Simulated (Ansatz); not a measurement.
**Sb under a change: Sb → P**

The reference is Sb in the A7 type structure (space group R-3m, No. 166; a = 4.329 Å, c = 11.350 Å (hexagonal axes); layered).

It is then changed as follows: full substitution Sb → P, then cell and atoms are relaxed.

The values are results of DFT with r2SCAN+rVV10, PAW potentials and a 500 eV plane-wave cutoff in Ansatz (an electronic-structure program), no spin-orbit coupling, earlier PAW set, not measurements. Settings: 16×16×16 k-points, 0.05 eV Fermi–Dirac smearing, for the changed cell.

The volume per atom decreases by 14.897 Å³ (30.69 Å³ → 15.80 Å³) and the density shrinks by 3.33 g/cm³ to 3.26 g/cm³. The lattice parameter a falls by 0.869 Å (4.329 Å → 3.460 Å) and the c/a ratio goes up by 0.021, from 2.622 to 2.643. The space group remains R-3m (No. 166) and the shortest interatomic distance falls by 0.619 Å, from 2.920 Å to 2.301 Å. The band gap is still zero.

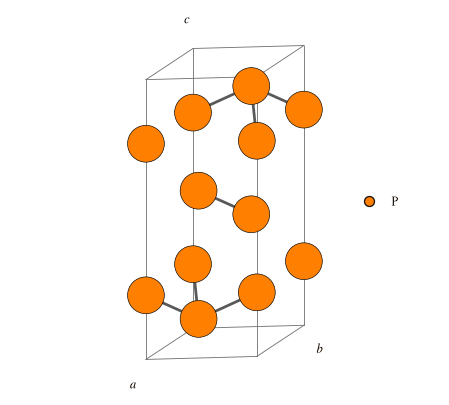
*The relaxed conventional cell after the change*

With Sb present, leaving out spin-orbit coupling can change the band edges. No phonon test of stability was made. For P in this form, whether it has been made was not checked. This is not the structure that P has at room temperature and ambient pressure.
